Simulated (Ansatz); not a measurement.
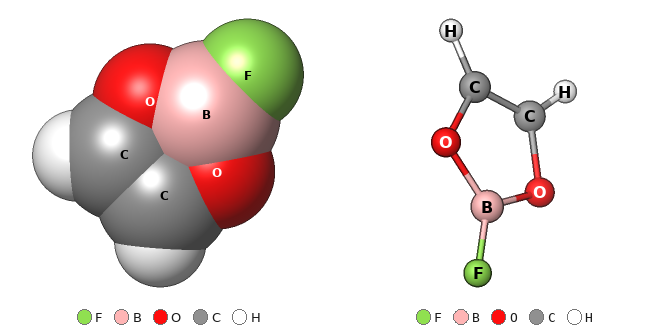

The same structure drawn twice, from different directions.

Computed geometry: PBE0-D4/def2-TZVP optimisation.

Question: Count the atoms of each element.

Answer: C2H2BFO2, 8 atoms: 2 carbon, 2 hydrogen, 1 boron, 1 fluorine and 2 oxygen.

Question: How many sets of symmetry-equivalent atoms are there?

Answer: 5: 1 F, 1 B, 2 O, 2 C, 2 H.

Question: Which point group does it belong to?

Answer: C2v.

The parts below concern this one geometry. Atoms keep their numbers from picture to picture.

Levels of theory compared

Program: Ansatz 0.2.0.

Tabulate HOMO–LUMO gap (eV), HOMO energy (eV) at these levels: BLYP-D4/def2-TZVPP; CAM-B3LYP-D4/def2-TZVPP; HSE06 (plane-wave form)-D4/def2-TZVPP; PBE-D4/def2-TZVPP; PBE0-D4/def2-SVP; PBE0-D4/def2-TZVPP; r2SCAN-D4/def2-TZVPP; r2SCANh-D4/def2-TZVPP; ωB97M-V/def2-QZVPP; ωB97M-V/def2-TZVPP; ωB97X-V/def2-TZVPP.

```
                                level  HOMO–LUMO gap (eV)  HOMO energy (eV)
                   BLYP-D4/def2-TZVPP                5.34             −5.88
              CAM-B3LYP-D4/def2-TZVPP               10.10             −8.59
HSE06 (plane-wave form)-D4/def2-TZVPP                6.81             −6.79
                    PBE-D4/def2-TZVPP                5.38             −6.00
                     PBE0-D4/def2-SVP                7.74             −7.18
                   PBE0-D4/def2-TZVPP                7.60             −7.20
                 r2SCAN-D4/def2-TZVPP                5.81             −6.18
                r2SCANh-D4/def2-TZVPP                6.64             −6.64
                   ωB97M-V/def2-QZVPP               11.51             −9.47
                   ωB97M-V/def2-TZVPP               11.63             −9.45
                   ωB97X-V/def2-TZVPP               12.21             −9.53
```

Thermal motion

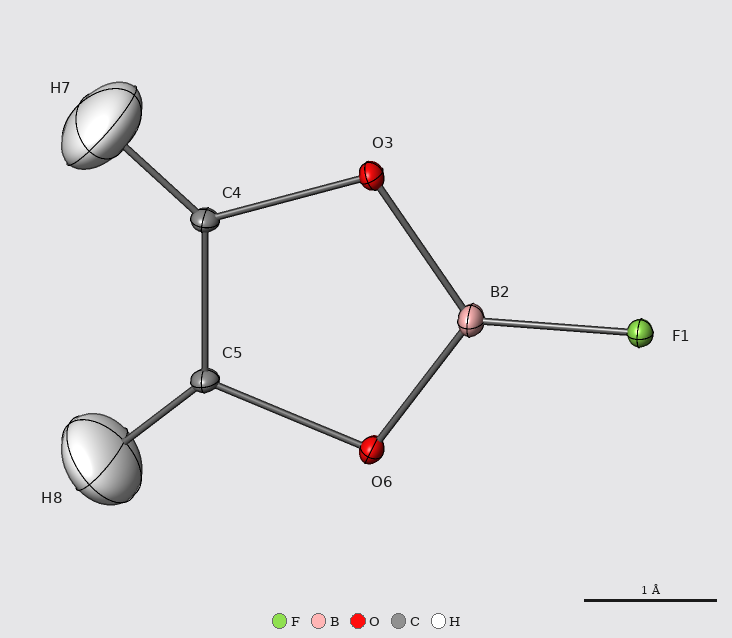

Displacement ellipsoids at the 50 % level, enlarged 2 times, from the internal vibrations of the free molecule (harmonic, no overall translation or rotation; no half-axis is drawn under 0.075 Å). Vibrations computed with RKS PBE0-D4/def2-TZVP (Ansatz 0.2.0). Temperature: 298 K.

List U_eq and the three principal root-mean-square amplitudes for each kind of atom.

| atom | U_eq (Å²) | rms amplitudes (Å) |
| --- | --- | --- |
| F1 | 0.0013 | 0.032, 0.035, 0.040 |
| B2 | 0.0018 | 0.032, 0.039, 0.054 |
| O3, O6 | 0.0014 | 0.029, 0.036, 0.046 |
| C4, C5 | 0.0014 | 0.028, 0.035, 0.046 |
| H7, H8 | 0.0154 | 0.077, 0.119, 0.161 |

Vibrations

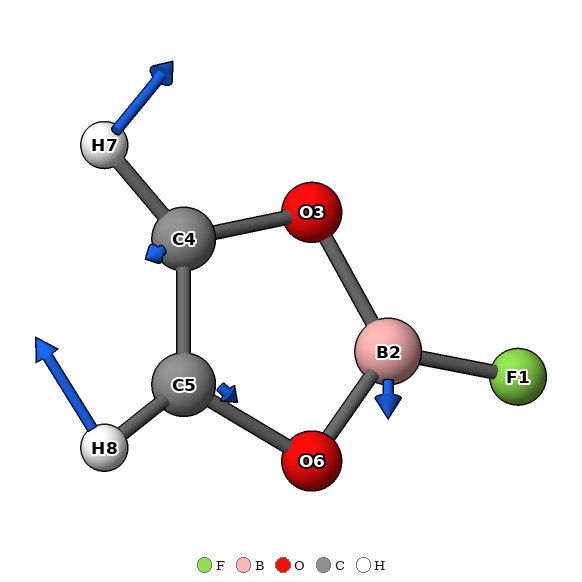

The arrows show one normal mode. Harmonic vibrations computed with RKS PBE0-D4/def2-TZVP (Ansatz 0.2.0) at a stationary point of the same level.

Question: At what wavenumber does it lie?

Answer: 1406 cm⁻¹; it is mode 14 of 18 counted from the lowest.

Dipole moment

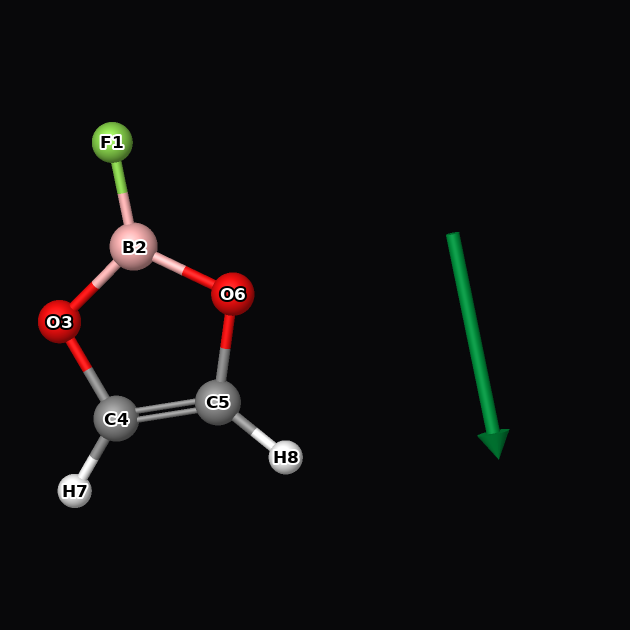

The arrow beside the molecule shows the direction of the dipole moment, from the negative to the positive end (its length means nothing). Level of theory: RKS PBE0-D4/def2-TZVP (Ansatz 0.2.0).

Question: How large is the dipole moment?

Answer: 2.39 D; it points from the side of F1 to the side of H7, H8 (the outermost atoms at the two ends).
